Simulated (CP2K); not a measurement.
# BGeH5 (SMILES [BH2][GeH3]) in CP2K

Wanted: the energy of BGeH5.

Program for the calculation: CP2K 2026.2.

3 further runs of the same task are left out: 1 that didn't finish, 2 set aside as unsound or not needed.

## 1. The molecule

The species is BGeH5 (7 atoms), meant as a singlet with charge 0. SMILES: `[BH2][GeH3]`. Geometry: relaxed at PBE0-D4/def2-TZVP.

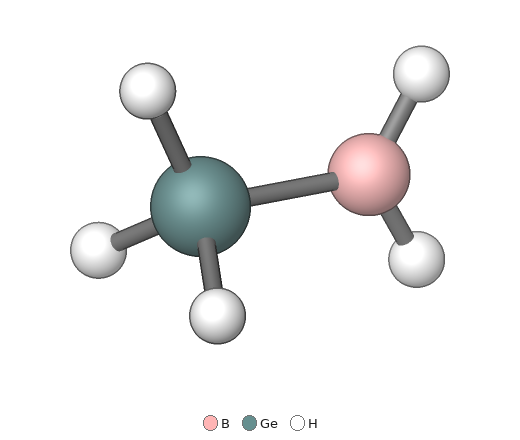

Viewed from a chosen angle; boron pink, germanium teal, hydrogen white.

## 2. The run

Contents of gas.inp:

```
&GLOBAL
    PROJECT_NAME gas
    RUN_TYPE ENERGY
    PRINT_LEVEL MEDIUM
&END GLOBAL

&FORCE_EVAL
    METHOD QUICKSTEP
    &DFT
        CHARGE 0
        MULTIPLICITY 1
        ! Quickstep
        &QS
            METHOD XTB
            EPS_DEFAULT 1.0E-10
            &XTB
                GFN_TYPE TBLITE
                &TBLITE
                    METHOD IPEA1
                &END TBLITE
                CHECK_ATOMIC_CHARGES F
            &END XTB
        &END QS
        &POISSON
            PERIODIC NONE
            POISSON_SOLVER ANALYTIC
        &END POISSON
        ! SCF settings
        &SCF
            SCF_GUESS ATOMIC
            EPS_SCF 1.0E-06
            MAX_SCF 150
            ADDED_MOS 2
            &DIAGONALIZATION
                ALGORITHM STANDARD
            &END DIAGONALIZATION
            &MIXING
                METHOD DIRECT_P_MIXING
                ALPHA 0.4
            &END MIXING
        &PRINT
            &MOMENTS
                PERIODIC F
                REFERENCE COM
                MAX_MOMENT 1
            &END MOMENTS
            &MO ON
                ENERGIES T
                OCCUPATION_NUMBERS T
                NDIGITS 6
                &EACH
                    QS_SCF 0
                &END EACH
                ADD_LAST NUMERIC
            &END MO
            &HIRSHFELD OFF
            &END HIRSHFELD
        &END PRINT
    &END DFT
    ! atoms, cell and kinds
    &SUBSYS
        ! box in angstrom
        &CELL
            ABC [angstrom] 14.5 15.4 14.4
            PERIODIC NONE
        &END CELL
        &COORD
            UNIT bohr
            B      0.0141729    -2.3050879     0.5066356
            Ge     0.0924076     1.4855137    -0.3465758
            H     -1.9736300    -3.3724052     0.5911063
            H      1.8853798    -3.4946705     0.9233202
            H     -1.1359144     1.9269537    -2.9521302
            H     -1.5114030     2.9596891     1.5886928
            H      2.7448272     2.6715058    -0.3974094
        &END COORD
        &TOPOLOGY
            &CENTER_COORDINATES
            &END CENTER_COORDINATES
        &END TOPOLOGY
    &END SUBSYS
&END FORCE_EVAL
```

Launch:

```bash
$ OMP_NUM_THREADS=1 cp2k.psmp gas.inp > gas.out
```

Log:

```text
Possible matches for unknown subsection

 MOMENTS

   subsection MOMENTS in section %__ROOT__%FORCE_EVAL%DFT%ENERGY_CORRECTION%PRINT score:  110
   subsection MOMENTS in section %__ROOT__%FORCE_EVAL%DFT%REAL_TIME_PROPAGATION%PRINT score:  110
   subsection MOMENTS in section %__ROOT__%FORCE_EVAL%DFT%PRINT score:  110
   subsection MOMENTS_FT in section %__ROOT__%FORCE_EVAL%DFT%REAL_TIME_PROPAGATION%PRINT score:  107
   enum SILENT in section %__ROOT__%GLOBAL%PRINT for keyword _SECTION_PARAMETERS_ score:  106

 *******************************************************************************
 *   ___                                                                       *
 *  /   \                                                                      *
 * [ABORT]                                                                     *
 *  \___/               unknown subsection MOMENTS of section PRINT            *
 *    |                                                                        *
 *  O/|                                                                        *
 * /| |                                                                        *
 * / \                                               input/input_parsing.F:192 *
 *******************************************************************************

 ===== Routine Calling Stack =====

            6 section_vals_parse
            5 section_vals_parse
            4 section_vals_parse
            3 section_vals_parse
            2 section_vals_parse
            1 read_input
```

Run time: 1.2 s. Hardware: 1 thread of Intel Xeon Platinum 8488C (Sapphire Rapids), shared host; peak memory 0.16 GiB.

## 3. What went wrong

The input was rejected.

The log says `\___/               unknown subsection MOMENTS of section PRINT`. The fault: a section of the input isn't closed.
